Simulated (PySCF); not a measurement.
C$_{3}$H$_{5}$F$_{2}$Si (SMILES FC/C(F)=C/[SiH2]) (doublet)

Input file:

```
{"job": {"kind": "epr", "basis": "pcH-1"}, "charge": 0, "multiplicity": 2}
F     -2.137452     1.326057    -0.472464
C     -1.889973     0.017305    -0.095770
C     -0.438853    -0.305815    -0.205222
F     -0.182526    -1.379092    -1.013338
C      0.595338     0.346762     0.370639
Si     2.350295    -0.067420     0.126075
H     -2.260865    -0.067924     0.933847
H     -2.472823    -0.623517    -0.763713
H      0.329780     1.186991     0.996267
H      2.770716    -1.160567    -0.719891
H      3.341786     0.729889     0.817604
```

Command:

```sh
OMP_NUM_THREADS=1 python probes_run.py task.json out
```

Geometry: GFN2-xTB.

Computed with PySCF 2.14.0, density-fitted response routines, UKS B3LYP, pcH-1 on C F H Si, non-relativistic, mean-field spin-orbit, GIAO.

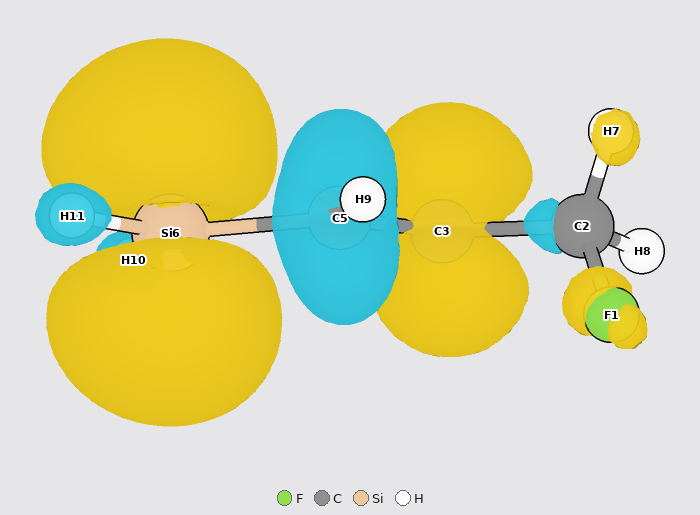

Figure 1. Isosurfaces of the spin density (α minus β) at +0.015 (yellow) and −0.015 e/Å³ (cyan), seen from one side.

Question: Describe the spin distribution.

Answer: The unpaired spin (1 electron) lies mostly on Si6 (about 0.7) and C3 (about 0.2), in electrons by Hirshfeld's partition.

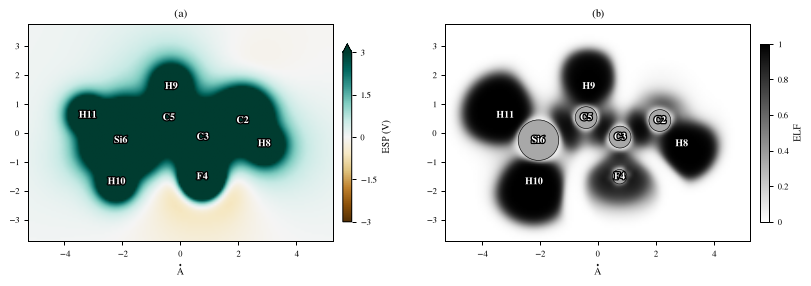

Figure 2. (a) electrostatic potential; (b) electron localisation function on the plane of atoms C5, Si6 and H11. Grey discs cover the atomic cores in the ELF map.

Question: Read the bonding off the picture.

Answer: Atoms in the plane: C, F, Si and H. C–C (1.35 Å): the ELF peaks at about 0.95 between the atoms: localised, covalent bonding. C–F (1.37 Å): the ELF peaks at about 0.85 between the atoms (a shared but strongly polarised pair). C–Si (1.82 Å): the ELF peaks at about 0.95 between the atoms, as expected for a covalent bond. C–H (1.08 Å): the ELF climbs to about 1 towards the hydrogen, as it does in any bond to H (a covalent bond by its length). C–C (1.49 Å): the ELF peaks at about 0.95 between the atoms; a covalent bond. The ELF also peaks beside F4, away from the bonds: non-bonding electrons, paired or unpaired. Outside the dense part of the molecule the potential is most negative (−0.6 V) near F4.

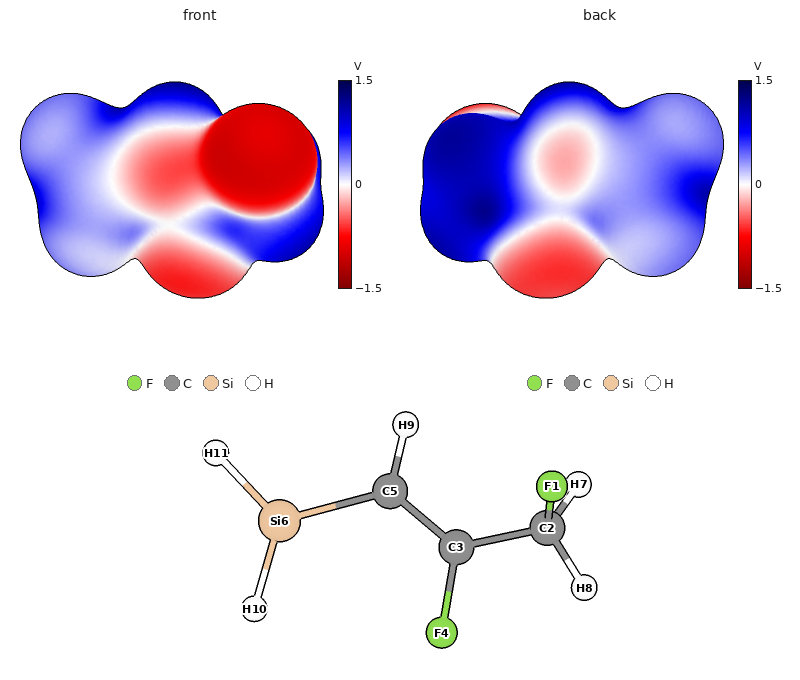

Figure 3. The molecular electrostatic potential painted on the density surface at 0.002 e/bohr³, seen from the front and from behind; the colour scale runs from red (negative) to blue (positive). The bare structure is drawn below in the same view.

Question: Describe the electrostatic potential map.

Answer: The most negative region (about −1.0 V, or −23 kcal/mol for a unit charge) lies over F1, the most positive (about +1.2 V, or +28 kcal/mol for a unit charge) over C2, H7 and H9.
